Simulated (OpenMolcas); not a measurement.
# triplet CH5AlO2: levels of theory compared

We compute a comparison of 6 runs (UHF/STO-3G, UB3LYP/6-31G*, U-revPBE/def2-SVP, UPBE0/def2-SVP, UTPSS/def2-SVP, ROMP2/def2-SVP) of triplet CH5AlO2. 

The results are computed with OpenMolcas 26.06.

2 further runs of the same task are left out: 2 that didn't finish.

## 1. The structure to begin with

CH5AlO2: 9 atoms, total charge 0, spin state triplet. SMILES of the parent species: `C[Al](O)O`. Geometry: relaxed at PBE0-D4/def2-TZVP. This is one conformer, not always the lowest. That shape belongs to the parent species and isn't relaxed for this state.

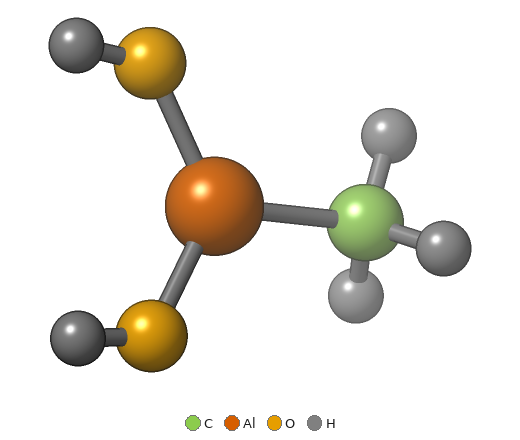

The structure, seen from a chosen angle (carbon green, aluminium orange, oxygen amber, hydrogen grey).

## 2. A single-point energy at UHF/STO-3G (run 1)

test.inp reads:

```
* CH5AlO2 Hartree-Fock

&GATEWAY
 BasLib=$CurrDir
 Coord
 9
 bohr
 C     -0.04745102     2.09725585    -1.95414689
 Al    -0.00243775    -0.57241694     0.53976247
 O      1.80986630    -3.16126614    -0.01269896
 O     -1.76451287    -0.24859347     3.20146062
 H     -0.42891114     1.34614640    -3.84049040
 H     -1.47521470     3.52152353    -1.51884848
 H      1.78737856     3.04472673    -2.04978593
 H      1.98105659    -4.57752139     1.09097669
 H     -1.85975507    -1.44989237     4.54377088
 Basis=STO-3G
 Group=NoSym

&SEWARD

&SCF
 UHF
 Spin=3
 Thresholds=1e-10 1e-07 1e-07 1e-05
 PrOrbitals=0
```

The basis set STO-3G is read from a file made from the Basis Set Exchange's data (not shown).

On the command line:

```bash
export MOLCAS_MEM=1860
pymolcas test.inp > test.log
```

The log of the run:

```text
--- Start Module: gateway ---
[...]
--- Stop Module: gateway /rc=_RC_ALL_IS_WELL_ ---
--- Start Module: seward ---
[...]
      Basis functions           29
--- Stop Module: seward /rc=_RC_ALL_IS_WELL_ ---
--- Start Module: scf ---
[...]
       Convergence after  62 Iterations
[...]
::    Total SCF energy                               -426.7882736455
[...]
      Total spin, S                                     1.0016413313
[...]
      Total electronic charge=   40.000000
      Total            charge=   -0.000000
[...]
      Dipole Moment (debye):
      Origin of the operator (angstrom)=    0.0007   -0.2988    0.2808
                   X= -1.5134E+00               Y= -3.1209E-01               Z=  6.6063E+00           Total=  6.7846E+00
      Quadrupole Moment (debye*angstrom):
[...]
--- Stop Module: scf /rc=_RC_ALL_IS_WELL_ ---
[...]
```

Run time: 3 s. Hardware: 1 thread of Arm Neoverse V1, shared host; peak memory 0.37 GiB.

## 3. A single-point energy at UB3LYP/6-31G(d) (spherical functions) (run 2)

struct.xyz reads:

```xyz
9

C     -0.025110     1.109820    -1.034090
Al    -0.001290    -0.302910     0.285630
O      0.957740    -1.672870    -0.006720
O     -0.933740    -0.131550     1.694140
H     -0.226970     0.712350    -2.032300
H     -0.780650     1.863510    -0.803740
H      0.945840     1.611200    -1.084700
H      1.048330    -2.422320     0.577320
H     -0.984140    -0.767250     2.404460
```

job.inp reads:

```
* CH5AlO2 Kohn-Sham DFT

&GATEWAY
 BasLib
 $CurrDir
 Coord
 struct.xyz
 Basis
 6-31Gs
 Group
 NoSym

&SEWARD
 GridInput
 Grid=UltraFine
 End of Grid

&SCF
 UHF
 Spin
 3
 KSDFT
 B3LYP
 Thresholds
 1e-10 1e-07 1e-07 1e-05
 PrOrbitals
 1 1
```

The basis set 6-31G* is read from a file made from the Basis Set Exchange's data (not shown).

On the command line:

```bash
export MOLCAS_MEM=1860
pymolcas job.inp > job.log
```

The log of the run:

```text
--- Start Module: gateway ---
[...]
--- Stop Module: gateway /rc=_RC_ALL_IS_WELL_ ---
--- Start Module: seward ---
[...]
      Basis functions           70
--- Stop Module: seward /rc=_RC_ALL_IS_WELL_ ---
[...]
--- Start Module: scf ---
[...]
       Convergence after  38 Iterations
[...]
::    Total KS-DFT energy                            -433.8524987110
[...]
      Total spin, S                                     1.0024404849
[...]
      Total electronic charge=   40.000000
      Total            charge=   -0.000000
[...]
      Dipole Moment (debye):
      Origin of the operator (angstrom)=    0.0007   -0.2988    0.2808
                   X=  7.5524E-02               Y= -1.8895E-01               Z=  2.0931E-01           Total=  2.9192E-01
      Quadrupole Moment (debye*angstrom):
[...]
--- Stop Module: scf /rc=_RC_ALL_IS_WELL_ ---
[...]
```

It took 75 s on 1 thread of Arm Neoverse V1, shared host; peak memory 0.41 GiB.

Run 3 isn't shown in full; the table further down has it.

## 4. A single-point energy at UPBE0/def2-SVP (run 4)

input.xyz reads:

```xyz
9

C     -0.025110     1.109820    -1.034090
Al    -0.001290    -0.302910     0.285630
O      0.957740    -1.672870    -0.006720
O     -0.933740    -0.131550     1.694140
H     -0.226970     0.712350    -2.032300
H     -0.780650     1.863510    -0.803740
H      0.945840     1.611200    -1.084700
H      1.048330    -2.422320     0.577320
H     -0.984140    -0.767250     2.404460
```

test.inp reads:

```
&GATEWAY
BasLib=$CurrDir
Coord=input.xyz
Basis=def2-SVP
Group=NoSym
&SEWARD
GridInput
Grid=UltraFine
End of Grid
&SCF
UHF
Spin=3
KSDFT=PBE0
Thresholds=1e-10 1e-07 1e-07 1e-05
PrOrbitals=1 1
```

The basis set def2-SVP is read from a file made from the Basis Set Exchange's data (not shown).

On the command line:

```bash
export MOLCAS_MEM=1860
pymolcas test.inp > test.log
```

The log of the run:

```text
--- Start Module: gateway ---
[...]
--- Stop Module: gateway /rc=_RC_ALL_IS_WELL_ ---
--- Start Module: seward ---
[...]
      Basis functions           85
--- Stop Module: seward /rc=_RC_ALL_IS_WELL_ ---
[...]
--- Start Module: scf ---
[...]
       Convergence after  42 Iterations
[...]
::    Total KS-DFT energy                            -433.3057633054
[...]
      Total spin, S                                     1.0025820633
[...]
      Total electronic charge=   40.000000
      Total            charge=   -0.000000
[...]
      Dipole Moment (debye):
      Origin of the operator (angstrom)=    0.0007   -0.2988    0.2808
                   X=  1.0213E-01               Y= -4.4548E-01               Z=  4.9366E-01           Total=  6.7274E-01
      Quadrupole Moment (debye*angstrom):
[...]
--- Stop Module: scf /rc=_RC_ALL_IS_WELL_ ---
[...]
```

It took 85 s on 1 thread of Arm Neoverse V1, shared host; peak memory 0.47 GiB.

Run 5 isn't shown in full; the table further down has it.

## 5. A single-point energy at ROMP2/def2-SVP (run 6)

mol.input reads:

```
&GATEWAY
  BasLib=$CurrDir
  BasisSet
  C.def2-SVP....
  C1 -0.025110 1.109820 -1.034090 angstrom
  End of Basis
  BasisSet
  Al.def2-SVP....
  Al2 -0.001290 -0.302910 0.285630 angstrom
  End of Basis
  BasisSet
  O.def2-SVP....
  O3 0.957740 -1.672870 -0.006720 angstrom
  O4 -0.933740 -0.131550 1.694140 angstrom
  End of Basis
  BasisSet
  H.def2-SVP....
  H5 -0.226970 0.712350 -2.032300 angstrom
  H6 -0.780650 1.863510 -0.803740 angstrom
  H7 0.945840 1.611200 -1.084700 angstrom
  H8 1.048330 -2.422320 0.577320 angstrom
  H9 -0.984140 -0.767250 2.404460 angstrom
  End of Basis

&SEWARD

&SCF
  UHF
  Spin=3
  Thresholds=1e-10 1e-07 1e-07 1e-05
  PrOrbitals=0

&RASSCF
  FileOrb=$Project.UnaOrb
  Spin=3
  Nactel=2 0 0
  Inactive=19
  Ras2=2
  OutOrbitals=Canonical
  OrbListing=Nothing

&CASPT2
  IPEA=0.0
  Frozen=8
```

The basis set def2-SVP is read from a file made from the Basis Set Exchange's data (not shown).

On the command line:

```bash
export MOLCAS_MEM=1860
pymolcas mol.input > mol.log
```

The log of the run:

```text
--- Start Module: gateway ---
[...]
--- Stop Module: gateway /rc=_RC_ALL_IS_WELL_ ---
[...]
      Basis functions           85
[...]
       Convergence after  38 Iterations
[...]
::    Total SCF energy                               -432.0610731089
[...]
      Total spin, S                                     1.0026478936
[...]
--- Start Module: rasscf ---
[...]
      Number of active orbitals                  2
[...]
      Spin quantum number                      1.0
[...]
      Active orbitals                            2
[...]
      Number of CSFs                             1
[...]
      Number of root(s) required                 1
[...]
      Convergence after 16 iterations
[...]
      printout of CI-coefficients larger than  0.05 for root  1
      energy=    -432.057830
      conf/sym  11     Coeff  Weight
             1  uu   1.00000 1.00000
      Natural orbitals and occupation numbers for root  1
      sym 1:   1.000000   1.000000
      ************************************************************************************************************************
      *                                                    Final results                                                     *
[...]
::    RASSCF root number  1 Total energy:   -432.05782961
[...]
      Total electronic charge=   40.000000
      Total            charge=   -0.000000
[...]
      Dipole Moment (debye):
      Origin of the operator (angstrom)=    0.0007   -0.2988    0.2808
                   X=  2.7784E+00               Y=  3.6290E+00               Z= -2.5404E-01           Total=  4.5775E+00
      Quadrupole Moment (debye*angstrom):
[...]
--- Stop Module: rasscf /rc=_RC_ALL_IS_WELL_ ---
[...]
--- Start Module: caspt2 ---
[...]
 ###    WARNING: User changed nr of frozen orbitals.                         ###
 ###############################################################################
[...]
      E2 (Variational):          -0.5720102344
      Total energy:            -432.6298398482
[...]
      Reference weight:           0.85210
[...]
::    CASPT2 Root  1     Total energy:   -432.62983985
[...]
--- Stop Module: caspt2 /rc=_RC_ALL_IS_WELL_ ---
[...]
```

Run time: 16 s. Hardware: 1 thread of Arm Neoverse V1, shared host; peak memory 0.47 GiB.

## 6. Overview of the runs

```tsv
run	level	integration grid	frozen core orbitals	energy (Eh)	dipole moment (D)	⟨S²⟩	wall time
1	UHF/STO-3G	–	–	-426.788274	6.78	2.005	3 s
2	UB3LYP/6-31G* (spherical functions)	UltraFine	–	-433.852499	0.29	2.007	75 s
3	U-revPBE/def2-SVP	UltraFine	–	-433.536164	0.49	2.002	2.6 min
4	UPBE0/def2-SVP	UltraFine	–	-433.305763	0.67	2.008	85 s
5	UTPSS/def2-SVP	UltraFine	–	-433.688243	0.60	2.002	3.4 min
6	ROMP2/def2-SVP	–	8	-432.629840	–	–	16 s
```

## 7. Results

```
           quantity          value
run 6: total energy  -432.62984 Eh
```

**Reading.** Over runs 1, 2, 3, 4, 5 the dipole moment (its size) runs from 0.29 D (UB3LYP/6-31G*) to 6.78 D (UHF/STO-3G). The two ends differ in method and basis. So wide a spread suggests that the runs ended on unlike SCF solutions, not only an effect of the method. Totals of different functionals can't be ranked against each other. In run 1 the basis is minimal, so the values are rough. All runs together took 8.9 min, the longest 3.4 min.
